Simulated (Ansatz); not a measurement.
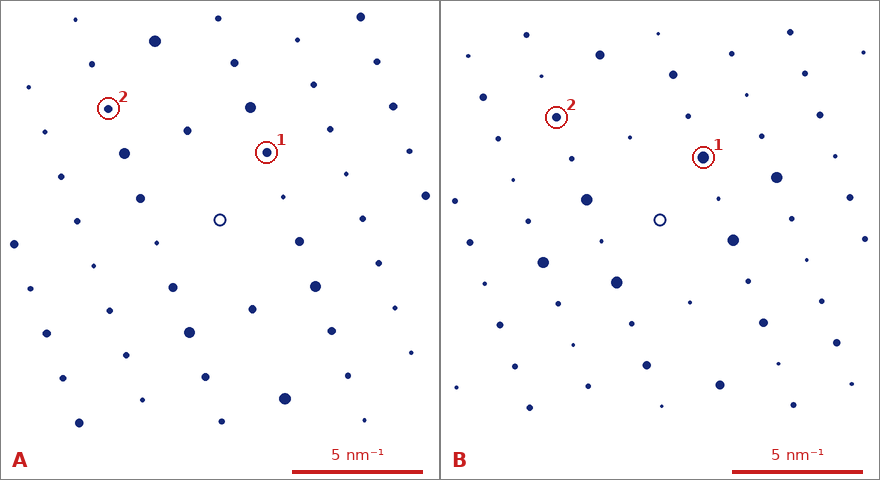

Kinematic electron diffraction patterns (120 kV, B = 0.5 Å², same scale) along [110] of the run's own cell, for the start and the end of one relaxation of PdBr with DFT PBE, scalar-relativistic, plane waves, PAW in Ansatz 0.2.0. k mesh 8×8×8. The start is a generated model structure, and the relaxation ends in the nearest stationary point of its symmetry, not necessarily the ground state. Spot 1 is -1 1 1 and spot 2 is 1 -1 3 in both.

Start structure:

```
CELL_PARAMETERS angstrom
5.45133 0.00000 0.00000
0.00000 5.45133 0.00000
0.00000 0.00000 5.45133
ATOMIC_POSITIONS crystal
Pd 0.13400 0.13400 0.13400
Pd 0.36600 0.86600 0.63400
Pd 0.63400 0.36600 0.86600
Pd 0.86600 0.63400 0.36600
Br 0.84450 0.84450 0.84450
Br 0.65550 0.15550 0.34450
Br 0.34450 0.65550 0.15550
Br 0.15550 0.34450 0.65550
```

> Which pattern belongs to the start structure, and which to the relaxed one?

A is the start: its cell gives d(1) = 3.147 Å, d(2) = 1.644 Å and an angle of 80.0°. B is the relaxed structure, with d(1) = 3.405 Å (+8.2 %), d(2) = 1.778 Å (+8.2 %) and 80.0°.

> Name reflections whose intensity changes strongly on relaxation.

2 -2 0 goes from 1.4 to 92 % of the strongest spot; 0 0 2 goes from 27 to 0.51 % of the strongest spot; 1 -1 -2 goes from 82 to 3.5 % of the strongest spot.

> Summarise the relaxation behind the change.

The volume changed by +26.6 % to 25.63 Å³ an atom; with the mean shift removed, the atoms moved by up to 1.06 Å relative to the cell (Pd most); the space group stayed P2_13 (No. 198); the free energy fell by 200 meV an atom. Relaxed cell: a = 5.897 Å, b = 5.897 Å, c = 5.897 Å, α = 90.00°, β = 90.00°, γ = 90.00°.
